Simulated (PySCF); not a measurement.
C$_{7}$H$_{8}$F$_{2}$ (charge −1, doublet)

```yaml
atoms:
  - { symbol: C, position_ang: [-2.2818, -0.6065, 0.4083] }
  - { symbol: C, position_ang: [-1.3530, 0.5992, 0.5824] }
  - { symbol: C, position_ang: [0.0853, 0.2157, 0.4409] }
  - { symbol: C, position_ang: [1.0114, 0.0601, 1.4404] }
  - { symbol: C, position_ang: [2.2634, -0.3161, 0.8634] }
  - { symbol: C, position_ang: [2.0662, -0.3704, -0.4894] }
  - { symbol: F, position_ang: [3.0114, -0.7606, -1.4050] }
  - { symbol: C, position_ang: [0.7367, -0.0238, -0.8067] }
  - { symbol: F, position_ang: [0.8089, 2.0275, -1.5026] }
  - { symbol: H, position_ang: [-2.1408, -1.0461, -0.5767] }
  - { symbol: H, position_ang: [-3.3287, -0.3167, 0.5128] }
  - { symbol: H, position_ang: [-2.0554, -1.3674, 1.1545] }
  - { symbol: H, position_ang: [-1.5930, 1.3495, -0.1742] }
  - { symbol: H, position_ang: [-1.5200, 1.0434, 1.5686] }
  - { symbol: H, position_ang: [0.8409, 0.2006, 2.4964] }
  - { symbol: H, position_ang: [3.1783, -0.5129, 1.3957] }
  - { symbol: H, position_ang: [0.2630, -0.1635, -1.7591] }
```

Geometry: GFN2-xTB; at this geometry the atoms fall into two loosely joined parts.

Theory: UKS B3LYP, pcH-1 on C F H, non-relativistic, mean-field spin-orbit, GIAO (PySCF).

Q: Predict the electron density, electron localisation function and spin density between the atoms.

A: C–C (1.37 Å): ρ at the midpoint is about 2.3 e/Å³; the ELF is about 0.55 at the midpoint and 0.10 at its lowest between the atoms.
C–F (1.37 Å): ρ at the midpoint is about 1.4 e/Å³; the ELF peaks at about 0.80 in the valence shell of F, 0.4 Å from its nucleus, and is about 0.60 at the midpoint.
C–H (1.07 Å): ρ is about 2.8 e/Å³ halfway; the ELF climbs to about 1 towards the hydrogen, as it does in any bond to H.
C–C (1.41 Å): ρ is about 1.6 e/Å³ halfway; the ELF peaks at about 0.85 between the atoms; a covalent bond.
The unpaired spin (1 electron) lies mostly on F9 (about 0.4), C8 (about 0.3), C5 (about 0.1) and C4 (about 0.1), in electrons by Hirshfeld's partition.

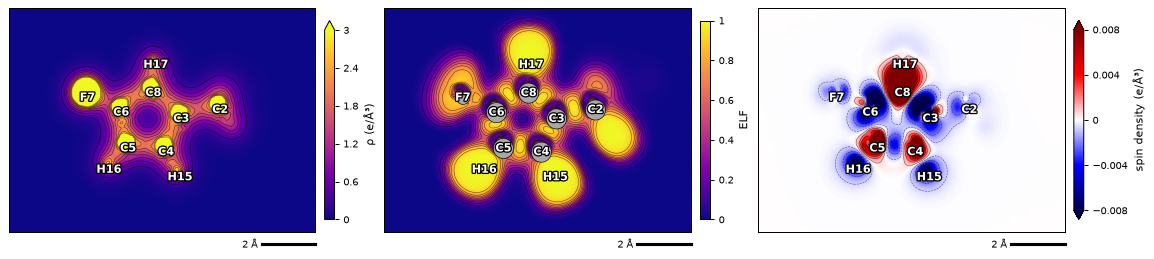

Computed electron density, electron localisation function and spin density on the plane of atoms C5, C4 and H15, in this order. Grey discs cover the atomic cores in the ELF map. 
